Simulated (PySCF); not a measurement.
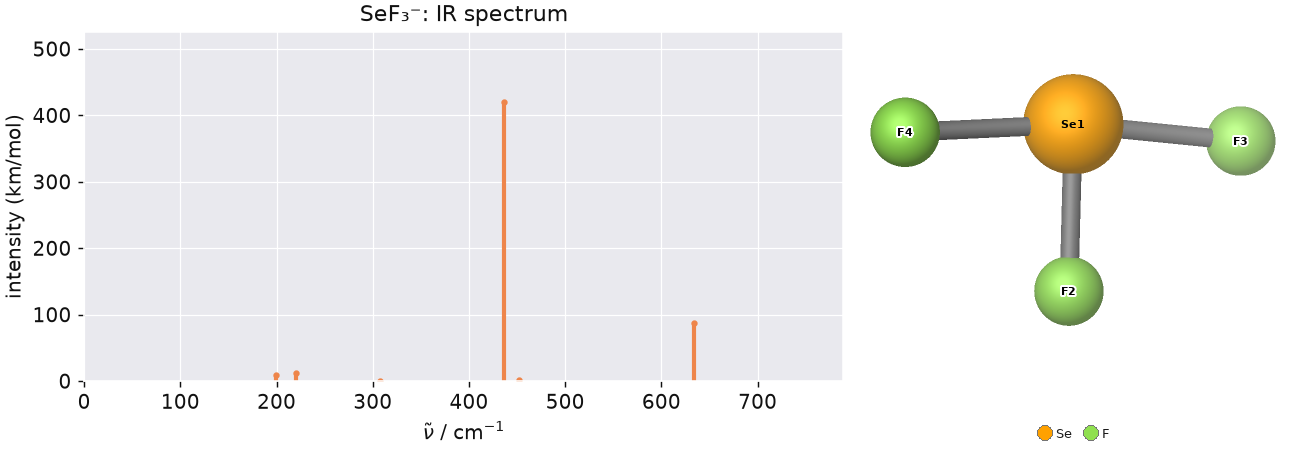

Infrared spectrum of SeF₃⁻, singlet (point group C2v). Unscaled harmonic wavenumbers and double-harmonic intensities, PBE0/def2-TZVPD with PySCF 2.14.0, isolated molecule. The structure is the lowest point that the starts tried gave, with the shape that electron-pair counting expects.

Q: Which lines are the most intense?

A: 436.2 cm⁻¹ (420.5 km/mol, b2), 634.1 cm⁻¹ (87.5 km/mol, a1) and 220.0 cm⁻¹ (11.9 km/mol, b1).

Q: List the modes.

A:
```
 cm⁻¹  km/mol  symmetry
199.4     9.8        a1
220.0    11.9        b1
307.4     0.1        b2
436.2   420.5        b2
452.1     1.2        a1
634.1    87.5        a1
```

Known limits of this run: no scalar relativity.
